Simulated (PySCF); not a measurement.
# [YF2]+: other functionals and bases at one geometry

Aim: see how levels, charges and forces of [YF2]+ depend on the level of theory. The structure is generated, not taken from experiment.

The runs use PySCF 2.14.0; several levels, as the steps say, no spin–orbit coupling.

1 further run of the same task is left out (for a known fault of the program).

## (1) The starting structure

3 atoms, charge 1, spin multiplicity 1.

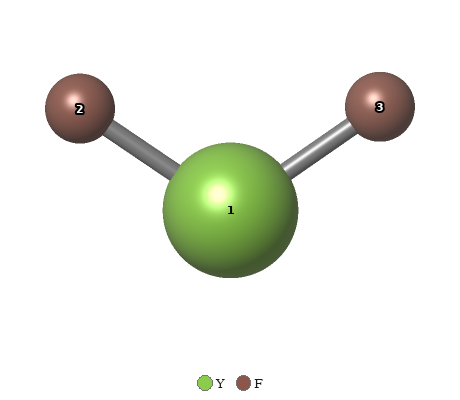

The structure; yttrium green, fluorine brown; atoms are numbered from 1 in the order of the file.

As a file:

```tsv
atom	x (Å)	y (Å)	z (Å)
Y1	0.0000	0.0000	-0.4142
F2	1.5793	0.0000	0.6677
F3	-1.5793	0.0000	0.6677
```

Formal oxidation states: Y +3. An earlier session relaxed this geometry at PBE0, Y def2-SVP with ECP28, F def2-SVP (singlet, point group C2v).

At PBE0 on the finer grid: E = -237.547199 Eh, HOMO -16.30 eV, LUMO -8.13 eV, Mulliken charge on Y1 +1.57 e, largest force component 0.037 eV/Å. 

Levels to run: revPBE; TPSS; PBE0, TZVP. Hardware: 2 threads of Arm Neoverse N1, shared host.

## (2) revPBE

File run.py (the lines that set the calculation):

```python
mol = gto.M(atom='''
Y      0.00000     0.00000    -0.41422
F      1.57931     0.00000     0.66770
F     -1.57931     0.00000     0.66770''',
    basis={'Y': 'def2-SVP', 'F': 'def2-SVP'},
    ecp={'Y': 'def2-SVP'},
    charge=1, spin=0)
mf = dft.RKS(mol, xc='PBE_R,PBE')
mf.grids.atom_grid = (75, 302)
mf = mf.density_fit()  # fitting sets: Y def2-universal-JKFIT, F def2-universal-JKFIT
mf.conv_tol = 1e-08; mf.max_cycle = 55
mf.kernel(dm0)  # dm0: the density of the relaxed state
```

Run with:

```sh
> OMP_NUM_THREADS=2 python run.py
```

## (3) TPSS

Changes to run.py (the lines that set the calculation) since step 2:

```diff
@@ -7,3 +7,3 @@
     charge=1, spin=0)
-mf = dft.RKS(mol, xc='PBE_R,PBE')
+mf = dft.RKS(mol, xc='TPSS')
 mf.grids.atom_grid = (75, 302)
```

## (4) PBE0, TZVP

Basis: Y def2-TZVP with ECP28, F def2-TZVP. 

File run.py (the lines that set the calculation):

```python
mol = gto.M(atom='''
Y      0.00000     0.00000    -0.41422
F      1.57931     0.00000     0.66770
F     -1.57931     0.00000     0.66770''',
    basis={'Y': 'def2-TZVP', 'F': 'def2-TZVP'},
    ecp={'Y': 'def2-TZVP'},
    charge=1, spin=0)
mf = dft.RKS(mol, xc='PBE0')
mf.grids.atom_grid = (75, 302)
mf = mf.density_fit()  # fitting sets: Y def2-universal-JKFIT, F def2-universal-JKFIT
mf.conv_tol = 1e-08; mf.max_cycle = 55
mf.kernel(dm0)  # dm0: free metal ions and neutral atoms
```

**Question.** What will these runs give? Wanted: for each run, HOMO; gap; charge on Y1; dipole; largest force.

**Answer**, as computed:

| level | state | HOMO (eV) | gap (eV) | charge on Y1 (e) | dipole (D) | largest force (eV/Å) | basis functions | time |
| --- | --- | --- | --- | --- | --- | --- | --- | --- |
| PBE0 (relaxed here) | singlet | -16.30 | 8.17 | 1.57 | 6.78 | 0.04 | 59 | 3.5 s |
| revPBE | singlet | -14.31 | 5.47 | 1.44 | 6.29 | 0.61 | 59 | 1.9 s |
| TPSS | singlet | -14.46 | 5.80 | 1.49 | 6.43 | 0.44 | 59 | 2.4 s |
| PBE0, TZVP | singlet | -16.34 | 8.22 | 1.77 | 6.80 | 0.27 | 102 | 4.5 s |

Times are on 2 threads of Arm Neoverse N1, shared host; the first row also made further properties. The dipole of a charged species depends on the origin, so these sizes hold for this origin alone.

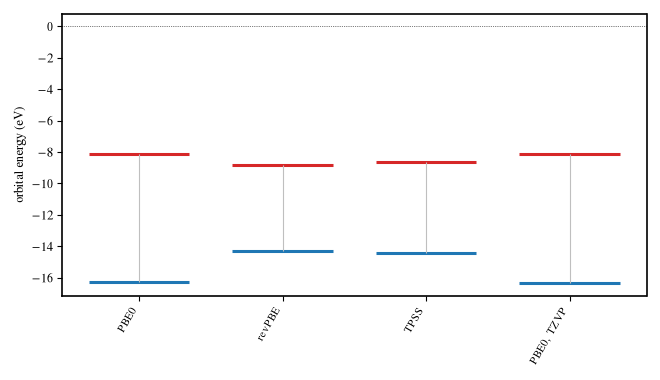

Highest filled and lowest empty level, method by method.

In one basis the HOMO–LUMO gap runs from 5.47 eV (revPBE) to 8.17 eV (PBE0). The largest leftover force, 0.61 eV/Å with revPBE, stands at a geometry relaxed at another level. The Mulliken charge on Y spans +1.44 to +1.77 e over the levels. Total energies of different levels can't be compared. Spin–orbit coupling is left out throughout.
